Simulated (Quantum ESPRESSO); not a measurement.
## Magnetic state of Ni3Pt from several starts

Wanted: the moments of Ni3Pt and the energy of each order that was tried.

Main program and level: Quantum ESPRESSO 7.5; LDA; plane waves with GBRV 1.5 LDA potentials, no spin-orbit coupling.

### 1. The starting structure

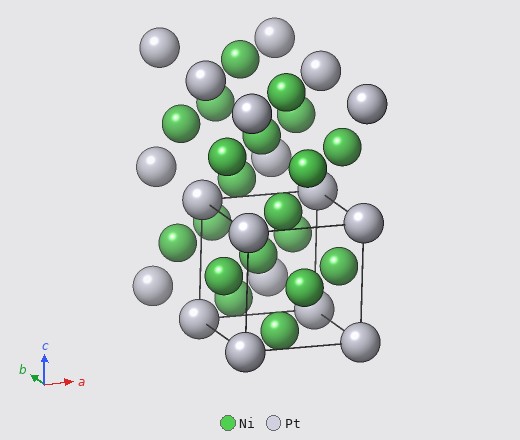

The cell as given, slightly off an axis (nickel green, platinum light grey). 1×2×2 cells are drawn. Some periodic images of atoms are drawn too.

The cell comes from Materials Project 2023-11-01, a database of computed structures, and need not be the stable phase.

### 2. Start 1: ferro +++

The signs are those of the starting moments on the seeded atoms, the atoms that are given a moment.

ASE passes magmoms on as starting_magnetization. pw.x reads values of 1 or more as Bohr magnetons; where all are smaller, it reads them as fractions of the valence charge.

Contents of pw.py:

```python
from ase import Atoms
from ase.calculators.espresso import Espresso, EspressoProfile

atoms = Atoms(['Ni', 'Ni', 'Ni', 'Pt'],
    cell=[[3.62456679, 0.0, 0.0],
         [0.0, 3.62456679, 0.0],
         [0.0, 0.0, 3.62456679]],
    scaled_positions=[[0.5, 0.0, 0.5],
         [0.0, 0.5, 0.5],
         [0.5, 0.5, 0.0],
         [0.0, 0.0, 0.0]],
    pbc=True,
    magmoms=[1.0, 1.0, 1.0, 0.0])
input_data = {
    'control': {'calculation': 'scf', 'prefix': 'pwscf', 'outdir': './tmp', 'disk_io': 'nowf', 'tprnfor': True, 'tstress': True},
    'system': {'ecutwfc': 40.0, 'ecutrho': 280.0, 'nbnd': 46, 'occupations': 'smearing', 'smearing': 'fd', 'degauss': 0.00734986, 'nspin': 2},
    'electrons': {'conv_thr': 8e-09, 'electron_maxstep': 150, 'mixing_beta': 0.3},
}
atoms.calc = Espresso(
    profile=EspressoProfile(command='mpirun -n 2 pw.x -nk 2', pseudo_dir='pseudo'),
    pseudopotentials={'Ni': 'ni_lda_v1.4.uspp.F.UPF', 'Pt': 'pt_lda_v1.4.uspp.F.UPF'},
    input_data=input_data,
    kpts=(8, 8, 8),
    koffset=(0, 0, 0))
atoms.get_potential_energy()
energy = atoms.calc.results['free_energy']
print(f'free energy: {energy:.6f} eV')
print('site moments (muB):', atoms.get_magnetic_moments().round(3))
```

Contents of espresso.pwi:

```
&CONTROL
   calculation      = 'scf'
   tstress          = .true.
   tprnfor          = .true.
   outdir           = './tmp'
   prefix           = 'pwscf'
   disk_io          = 'nowf'
   pseudo_dir       = 'pseudo'
/
&SYSTEM
   nbnd             = 46
   ecutwfc          = 40.0
   ecutrho          = 280.0
   occupations      = 'smearing'
   degauss          = 0.00734986
   smearing         = 'fd'
   nspin            = 2
   starting_magnetization(1) = 1.0
   starting_magnetization(2) = 0.0
   ntyp             = 2
   nat              = 4
   ibrav            = 0
/
&ELECTRONS
   electron_maxstep = 150
   conv_thr         = 8e-09
   mixing_beta      = 0.3
/
&IONS
/
&CELL
/
&FCP
/
&RISM
/
ATOMIC_SPECIES
Ni  58.6934 ni_lda_v1.4.uspp.F.UPF
Pt  195.084 pt_lda_v1.4.uspp.F.UPF

K_POINTS automatic
8 8 8  0 0 0

CELL_PARAMETERS angstrom
3.62456679000000 0.00000000000000 0.00000000000000
0.00000000000000 3.62456679000000 0.00000000000000
0.00000000000000 0.00000000000000 3.62456679000000

ATOMIC_POSITIONS angstrom
Ni  1.8122833950 0.0000000000 1.8122833950  
Ni  0.0000000000 1.8122833950 1.8122833950  
Ni  1.8122833950 1.8122833950 0.0000000000  
Pt  0.0000000000 0.0000000000 0.0000000000
```

The run is started by

```bash
$ OMP_NUM_THREADS=1 python3 pw.py > pw.log
```

The program printed:

```text
free energy: -16876.719862 eV
site moments (muB): [0.644 0.644 0.644 0.288]

--- espresso.pwo ---
Program PWSCF v.7.5 starts

Warning: card &CELL ignored
Warning: card &FCP ignored
Warning: card &RISM ignored

     Message from routine setup:
     using ibrav=0 with symmetry is DISCOURAGED, use correct ibrav instead

     K-points division:     npool     =       2
     Subspace diagonalization in iterative solution of the eigenvalue problem:

     G-vector sticks info
     --------------------
     sticks:   dense  smooth     PW     G-vecs:    dense   smooth      PW
     Sum        1041     593    185                25413    11067    1935

     Using Slab Decomposition

     bravais-lattice index     =            0
     lattice parameter (alat)  =       6.8494  a.u.
     unit-cell volume          =     321.3401 (a.u.)^3
     number of atoms/cell      =            4
     number of atomic types    =            2
     number of electrons       =        70.00
     number of Kohn-Sham states=           46
     kinetic-energy cutoff     =      40.0000  Ry
     charge density cutoff     =     280.0000  Ry
     scf convergence threshold =      8.0E-09
     mixing beta               =       0.3000
     number of iterations used =            8  plain     mixing
     Exchange-correlation=  SLA  PZ   NOGX NOGC
                           (   1   1   0   0   0   0   0)

     celldm(1)=   6.849439  celldm(2)=   0.000000  celldm(3)=   0.000000
     celldm(4)=   0.000000  celldm(5)=   0.000000  celldm(6)=   0.000000

     crystal axes: (cart. coord. in units of alat)
               a(1) = (   1.000000   0.000000   0.000000 )
               a(2) = (   0.000000   1.000000   0.000000 )
               a(3) = (   0.000000   0.000000   1.000000 )

     reciprocal axes: (cart. coord. in units 2 pi/alat)
               b(1) = (  1.000000  0.000000  0.000000 )
               b(2) = (  0.000000  1.000000  0.000000 )
               b(3) = (  0.000000  0.000000  1.000000 )

     PseudoPot. # 1 for Ni read from file:
     ni_lda_v1.4.uspp.F.UPF
     Pseudo is Ultrasoft + core correction, Zval = 18.0
     Generated by new atomic code, or converted to UPF format
     Using radial grid of  865 points,  6 beta functions with:
                l(1) =   0
                l(2) =   0
                l(3) =   1
                l(4) =   1
                l(5) =   2
                l(6) =   2
     Q(r) pseudized with 10 coefficients,  rinner =    0.980   0.980   0.980
                                                       0.980   0.980

     PseudoPot. # 2 for Pt read from file:
     pt_lda_v1.4.uspp.F.UPF
     Pseudo is Ultrasoft + core correction, Zval = 16.0
     Generated by new atomic code, or converted to UPF format
     Using radial grid of  985 points,  6 beta functions with:
                l(1) =   0
                l(2) =   0
                l(3) =   1
                l(4) =   1
                l(5) =   2
                l(6) =   2
     Q(r) pseudized with  8 coefficients,  rinner =    1.300   1.300   1.300
                                                       1.300   1.300

     atomic species   valence    mass     pseudopotential
     Ni               18.00    58.69340     Ni( 1.00)
     Pt               16.00   195.08400     Pt( 1.00)

     Starting magnetic structure
     atomic species   magnetization
     Ni              0.056
     Pt              0.000

     48 Sym. Ops., with inversion, found

   Cartesian axes

     site n.     atom                  positions (alat units)
         1        Ni     tau(   1) = (   0.5000000   0.0000000   0.5000000  )
         2        Ni     tau(   2) = (   0.0000000   0.5000000   0.5000000  )
         3        Ni     tau(   3) = (   0.5000000   0.5000000   0.0000000  )
         4        Pt     tau(   4) = (   0.0000000   0.0000000   0.0000000  )

     number of k points=    35  Fermi-Dirac smearing, width (Ry)=  0.0073
                       cart. coord. in units 2pi/alat
        k(    1) = (   0.0000000   0.0000000   0.0000000), wk =   0.0019531
        k(    2) = (   0.0000000   0.0000000   0.1250000), wk =   0.0117188
        k(    3) = (   0.0000000   0.0000000   0.2500000), wk =   0.0117188
        k(    4) = (   0.0000000   0.0000000   0.3750000), wk =   0.0117188
        k(    5) = (   0.0000000   0.0000000  -0.5000000), wk =   0.0058594
        [... 30 further k-points ...]

     Dense  grid:    25413 G-vectors     FFT dimensions: (  40,  40,  40)

     Smooth grid:    11067 G-vectors     FFT dimensions: (  27,  27,  27)

     Check: negative core charge=   -0.000013
     Generating pointlists ...
     new r_m :   0.2917 (alat units)  1.9979 (a.u.) for type    1
     new r_m :   0.2917 (alat units)  1.9979 (a.u.) for type    2

     Initial potential from superposition of free atoms

     starting charge      63.5000, renormalised to      70.0000

     negative rho (up, down):  9.728E-02 9.728E-02
     Starting wfcs are   51 randomized atomic wfcs

     Self-consistent Calculation

     iteration #  1     ecut=    40.00 Ry     beta= 0.30
     Davidson diagonalization with overlap
     ethr =  1.00E-02,  avg # of iterations =  3.7

     negative rho (up, down):  9.139E-02 9.122E-02

     total energy              =   -1218.98184898 Ry
     estimated scf accuracy    <      87.23362696 Ry

     total magnetization       =     0.92 Bohr mag/cell
     absolute magnetization    =     0.97 Bohr mag/cell

     iteration #  2     ecut=    40.00 Ry     beta= 0.30
     Davidson diagonalization with overlap
     ethr =  1.00E-02,  avg # of iterations =  3.1

     negative rho (up, down):  8.624E-02 8.610E-02

     total energy              =   -1235.31716020 Ry
     estimated scf accuracy    <      41.28947414 Ry

     total magnetization       =     0.11 Bohr mag/cell
     absolute magnetization    =     0.18 Bohr mag/cell

     iteration #  3     ecut=    40.00 Ry     beta= 0.30
     Davidson diagonalization with overlap
     ethr =  1.00E-02,  avg # of iterations =  2.1

     negative rho (up, down):  8.576E-02 8.537E-02

     total energy              =   -1240.30054931 Ry
     estimated scf accuracy    <       0.83792251 Ry

     total magnetization       =     2.42 Bohr mag/cell
     absolute magnetization    =     2.55 Bohr mag/cell

     [... further iterations left out ...]

     iteration # 11     ecut=    40.00 Ry     beta= 0.30
     Davidson diagonalization with overlap
     ethr =  1.24E-07,  avg # of iterations =  1.0

     negative rho (up, down):  8.400E-02 8.159E-02

     total energy              =   -1240.41613618 Ry
     estimated scf accuracy    <       0.00007339 Ry

     total magnetization       =     2.13 Bohr mag/cell
     absolute magnetization    =     2.32 Bohr mag/cell

     iteration # 12     ecut=    40.00 Ry     beta= 0.30
     Davidson diagonalization with overlap
     ethr =  1.05E-07,  avg # of iterations =  1.1

     negative rho (up, down):  8.401E-02 8.159E-02

     total energy              =   -1240.41613781 Ry
     estimated scf accuracy    <       0.00001026 Ry

     total magnetization       =     2.14 Bohr mag/cell
     absolute magnetization    =     2.33 Bohr mag/cell

     iteration # 13     ecut=    40.00 Ry     beta= 0.30
     Davidson diagonalization with overlap
     ethr =  1.47E-08,  avg # of iterations =  1.5

     negative rho (up, down):  8.400E-02 8.159E-02

     total energy              =   -1240.41613943 Ry
     estimated scf accuracy    <       0.00000011 Ry

     total magnetization       =     2.15 Bohr mag/cell
     absolute magnetization    =     2.33 Bohr mag/cell

     iteration # 14     ecut=    40.00 Ry     beta= 0.30
     Davidson diagonalization with overlap
     ethr =  1.52E-10,  avg # of iterations =  2.5

     negative rho (up, down):  8.400E-02 8.160E-02

     Magnetic moment per site  (integrated on atomic sphere of radius R)
     atom   1 (R=0.292)  charge= 16.8655  magn=  0.6444
     atom   2 (R=0.292)  charge= 16.8655  magn=  0.6444
     atom   3 (R=0.292)  charge= 16.8655  magn=  0.6444
     atom   4 (R=0.292)  charge= 13.4002  magn=  0.2879

     End of self-consistent calculation

     [... lines left out ...]
     the Fermi energy is    18.9903 ev

!    total energy              =   -1240.41613946 Ry
     estimated scf accuracy    <          5.8E-09 Ry
     smearing contrib. (-TS)   =      -0.01602507 Ry
     internal energy E=F+TS    =   -1240.40011439 Ry

     The total energy is F=E-TS. E is the sum of the following terms:
     one-electron contribution =    -614.15047731 Ry
     hartree contribution      =     356.69540914 Ry
     xc contribution           =    -161.96967361 Ry
     ewald contribution        =    -820.97537261 Ry

     total magnetization       =     2.15 Bohr mag/cell
     absolute magnetization    =     2.33 Bohr mag/cell

     convergence has been achieved in  14 iterations

     negative rho (up, down):  8.400E-02 8.160E-02

     Forces acting on atoms (cartesian axes, Ry/au):

     atom    1 type  1   force =     0.00000000    0.00000000    0.00000000
     atom    2 type  1   force =     0.00000000    0.00000000    0.00000000
     atom    3 type  1   force =     0.00000000    0.00000000    0.00000000
     atom    4 type  2   force =     0.00000000    0.00000000    0.00000000

     Total force =     0.000000     Total SCF correction =     0.000000

     Computing stress (Cartesian axis) and pressure

     negative rho (up, down):  8.400E-02 8.160E-02
          total   stress  (Ry/bohr**3)                   (kbar)     P=     -166.18
  -0.00112967   0.00000000   0.00000000         -166.18        0.00        0.00
   0.00000000  -0.00112967   0.00000000            0.00     -166.18        0.00
   0.00000000   0.00000000  -0.00112967            0.00        0.00     -166.18

=------------------------------------------------------------------------------=
   JOB DONE.
=------------------------------------------------------------------------------=
```

The job ended after 56 s (2 MPI ranks of Arm Neoverse V1, shared host; peak memory 0.35 GiB).

Spin moment in the atom's sphere by atom:

```csv
atom,spin moment in the atom's sphere (μB)
Ni1,0.644
Ni2,0.644
Ni3,0.644
Pt4,0.288
```

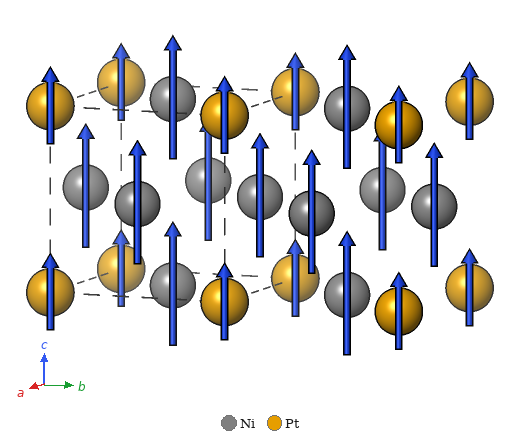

Spin moment in the atom's sphere as arrows, the longest 0.644 μB. Up and down stand for the sign. Arrows give size and sign along the axis of quantisation, drawn up and down the page. Each arrow also spans its atom, so small moments look longer than they are. 1×2×1 cells are drawn. Some periodic images of atoms are drawn too.

Read from the output:

```yaml
smearing_term_ts: 0.2180 eV
pressure: -16.62 GPa
magnetization: 2.145 μB
absolute_magnetization: 2.333 μB
final_state: ferromagnetic
```

(Part 1 of 3 ends here.)

[Logs and program files are shortened in this print: banners, set-up blocks, solver, clock and traceback lines can be left out without a mark of their own.]

[Logs are printed without paths, hosts, clocks, repeated set-up lines and the standing remarks that a program may print on its own settings, such as how far it seeks lower states.]

[Hosts, paths, dates, database ids (printed as entryN), source tags and the programs' standing remarks are cut or masked in the printed files.]

[Where a cell is said to come from a database of computed structures, the database is the Materials Project.]
